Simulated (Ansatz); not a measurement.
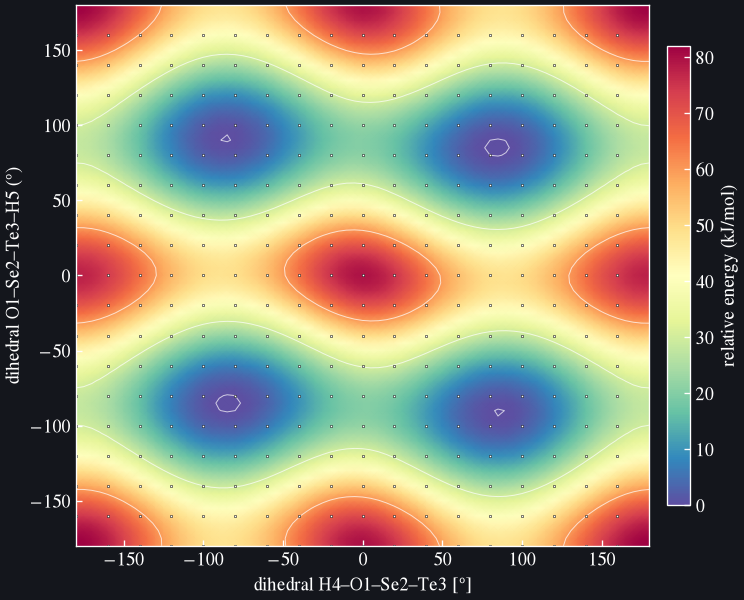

H₂OSeTe, SMILES O[Se][TeH]. 
- First axis: dihedral H4–O1–Se2–Te3. Second axis: dihedral O1–Se2–Te3–H5.
- Nothing is relaxed (all other coordinates rigid).
- The scan uses an 18 × 18 grid; 164 points were computed and 160 follow by symmetry.
- Points are written as (first, second).
- Energies: kJ/mol, counted from the lowest grid point.
- Computed with RKS PBE0-D4/def2-SVP (Ansatz).

The picture shows a smooth colour map with a few white contour lines, dots at the grid points. Between grid points the surface is interpolated.

The lowest grid point is at (−80°, −80°); the map holds 4 wells of about this depth. The highest grid point, (−180°, −180°), lies 82 kJ/mol above the lowest. On the interpolated surface the easiest way out of the lowest well to the well at about (85°, −90°) passes a barrier of about 20 kJ/mol. Round the minimum the two coordinates are nearly uncoupled.

The level of theory is changed to RKS wB97M-V/def2-SVP in Ansatz 0.2.0; with it change the reference geometry, relaxed at the new level; the new grid has 8 × 8 points, laid about the new relaxed structure.

### What will the new map look like?

The minimum (interpolated where it lies between grid points) moves from about (−85°, −85°) to about (−85°, 90°). The span from the lowest to the highest grid point shrinks from 82 to 75 kJ/mol. The easiest pass out of the lowest well goes from about 20 to about 19 kJ/mol on the interpolated surfaces.

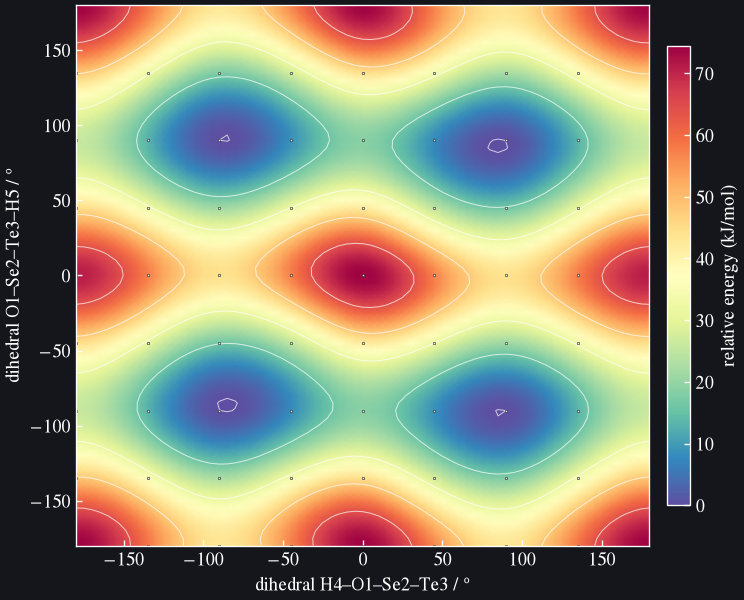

The map after the change, on a colour scale of its own. The picture shows a smooth colour map with a few white contour lines, dots at the grid points. Between grid points the surface is interpolated.
